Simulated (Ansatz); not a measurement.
Input

```
crystal:
  periodic: [false, false, false]
  atoms:
    - { symbol: C, position_ang: [-1.3996, -0.2375, 0.2662] }
    - { symbol: C, position_ang: [-0.0579, 0.2544, -0.0798] }
    - { symbol: Si, position_ang: [1.2531, -1.0035, 0.1141] }
    - { symbol: C, position_ang: [0.2878, 1.509, -0.506] }
    - { symbol: F, position_ang: [-0.7528, 2.4138, -0.6728] }
    - { symbol: H, position_ang: [-2.182, 0.6236, 0.1058] }
    - { symbol: H, position_ang: [-1.4926, -0.5038, 1.306] }
    - { symbol: H, position_ang: [-1.7146, -1.0132, -0.3894] }
    - { symbol: H, position_ang: [1.3358, -1.4406, 1.5822] }
    - { symbol: H, position_ang: [1.0164, -2.1688, -0.7259] }
    - { symbol: H, position_ang: [2.5872, -0.412, -0.2174] }
    - { symbol: H, position_ang: [1.1963, 1.9236, -0.749] }
basis:
  gaussian: { orbitals: "6-31G" }
hamiltonian:
  xc: b3lyp
  dispersion: d4
relax:
  f_tol: 0.015
  max_steps: 40
output:
  orbitals: {}
```

Launched as:

```sh
ansatz run input.yaml --threads 1 --pin off --max-ram 2048MiB --backend cpu --events-out ev --progress --plain --runs-dir out
```

The fields are those of the relaxed geometry.

Theory: RKS B3LYP-D4/6-31G in Ansatz 0.2.0.

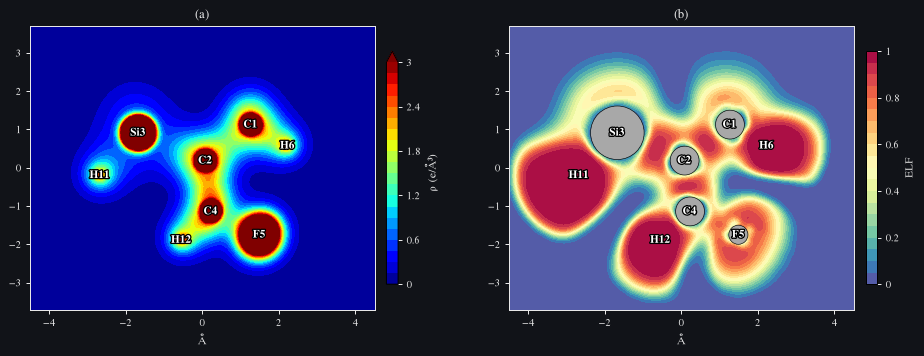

C₃H₇FSi (SMILES CC([SiH3])=CF). (a) electron density; (b) ELF on the plane of atoms Si3, C2 and C4. Grey discs cover the atomic cores in the ELF map.

Interpret the plot.

Answer. The plane passes through C, Si, F and H nuclei. C–C (1.33 Å): ρ is about 2.2 e/Å³ halfway; the ELF peaks at about 0.95 between the atoms (a short, multiple covalent bond). C–F (1.40 Å): ρ at the midpoint is about 1.8 e/Å³, with its minimum of 1.4 e/Å³ about 0.5 Å from C; the ELF peaks at about 0.80 between the atoms; a polar covalent bond. C–Si (1.90 Å): ρ at the midpoint is about 0.8 e/Å³; the ELF peaks at about 0.95 between the atoms (localised, covalent bonding). C–H (1.08 Å): ρ is about 2 e/Å³ halfway; the ELF climbs to about 1 towards the hydrogen, as it does in any bond to H: a covalent bond by its length. C–C (1.51 Å): ρ at the midpoint is about 1.6 e/Å³; the ELF peaks at about 0.95 between the atoms; localised, covalent bonding. The ELF also peaks beside F5, away from the bonds: lone-pair regions.
